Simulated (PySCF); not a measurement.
# CH₃AlF₂: what the fields show

The calculation's input:

```
import pyscf.grad
from pyscf import gto, dft

mol = gto.Mole()
mol.atom = 'start.xyz'
mol.verbose = 3
mol.charge = 0
mol.basis = 'def2-tzvpd'
mol.max_memory = 3720
mol.build()

myscf = dft.RKS(mol, xc='pbe0')
myscf = myscf.density_fit(auxbasis='def2-universal-jkfit')
myscf.max_cycle = 100
myscf.grids.level = 3
myscf.conv_tol = 1e-09
myscf.kernel()
if not myscf.converged:
    myscf = myscf.newton().run(myscf.mo_coeff, myscf.mo_occ)

e_final = myscf.e_tot
print('E = %.10f Eh' % e_final)
grad = myscf.Gradients().kernel()
dip = myscf.dip_moment()
pop, q = myscf.mulliken_pop()
```

Launched as:

```sh
OMP_NUM_THREADS=2 python run.py
```

Geometry: PBE0-D3(BJ)/def2-SVP.

Level of theory: Gaussian-basis quantum chemistry of an isolated molecule with PySCF, energy and nuclear gradient, functional PBE0 in PySCF 2.14.0.

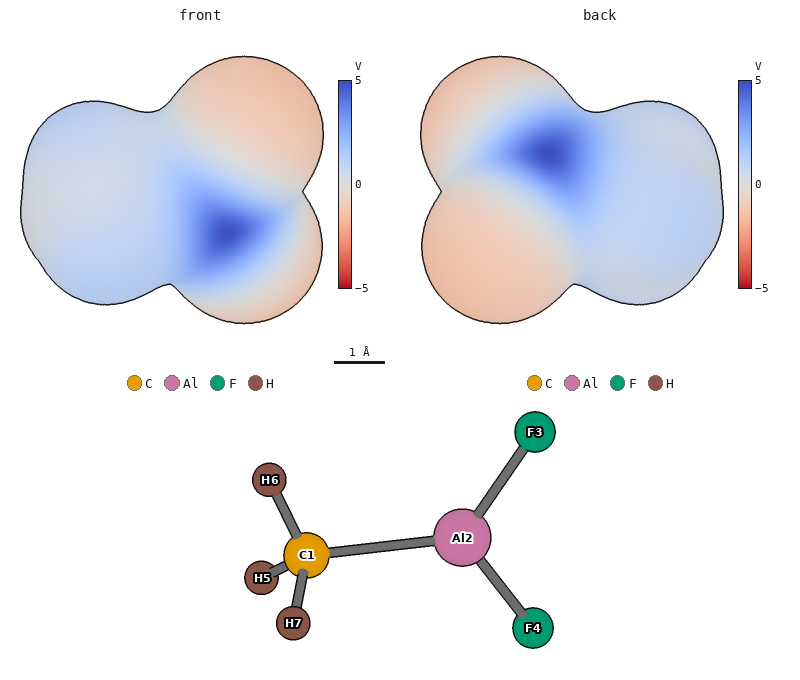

Figure 1. The electrostatic potential painted on the density surface at 0.002 e/bohr³, seen from the front and from behind; the colour scale runs from red (negative) to blue (positive). The bare structure is drawn below in the same view.

Where is the surface potential most negative and most positive?

The most negative region (about −1.3 V, or −30 kcal/mol for a unit charge) lies over F3 and F4, the most positive (about +4.6 V, or +106 kcal/mol for a unit charge) over Al2.

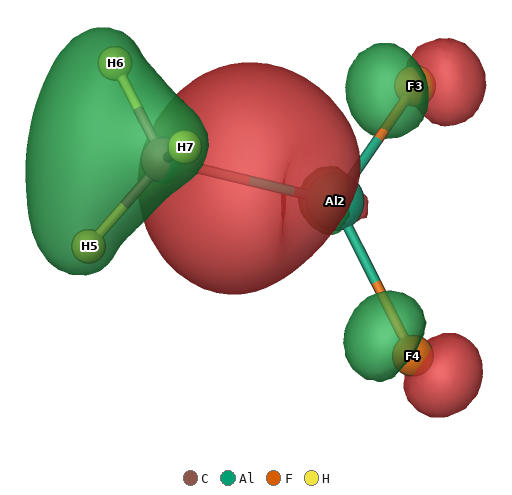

Figure 2. One frontier orbital at ±0.15 Å⁻³ᐟ² (green and red are the two phases), seen at a tilt.

Which orbital is it: HOMO or LUMO?

The HOMO, at −9.38 eV. By Hirshfeld shares it lies mainly on C1 (about 50 %) and Al2 (about 25 %).

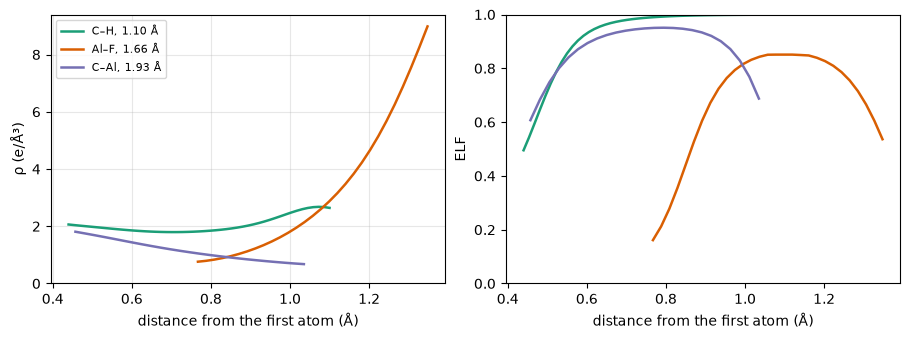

Figure 3. Electron density and electron localisation function along straight lines between neighbouring atoms. The curves leave out the atomic cores.

Compare the contacts.

C–H (1.10 Å): ρ is about 1.9 e/Å³ halfway; the ELF climbs to about 1 towards the hydrogen, as it does in any bond to H: an ordinary covalent bond to hydrogen.
Al–F (1.66 Å): the density is about 0.89 e/Å³ at the midpoint; the ELF peaks at about 0.85 in the valence shell of F, 0.6 Å from its nucleus, and is about 0.35 at the midpoint.
C–Al (1.93 Å): the density is about 0.75 e/Å³ at the midpoint; the ELF peaks at about 0.95 between the atoms, as expected for a shared but strongly polarised pair.
